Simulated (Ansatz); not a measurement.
Results of RPBE (Ansatz, a program for electronic structure, plane waves, PAW) for chalcopyrite ZnGeP2.

Run with plane-wave cutoff 520 eV, 10×10×10 k mesh, Fermi–Dirac smearing 0.01 eV, scalar-relativistic PAW data made under PBE.

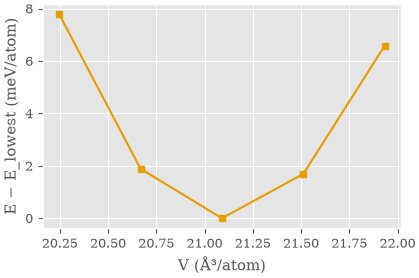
Total energy against volume

**Question.** From the curve, estimate the equilibrium volume and the bulk modulus.

**Answer.** V0 ≈ 21.1 Å³/atom and B0 ≈ 68 GPa; the fit gives V0 = 21.094 Å³/atom, B0 = 67.9 GPa, B′ = 4.6.

Shape and atoms are relaxed at each volume.

Measured, for comparison: bulk modulus 79 GPa (room temperature, no zero-point or thermal correction; as tabulated in Isothermal phase behavior of Ag3SbS3, ZnGeP2, and ZnS (abstract)). Computed (rounded) less measured: bulk modulus -14 %.

Note: the bulk modulus comes from volumes at which shape and atoms were relaxed.

Static lattice: no zero-point or thermal effects.
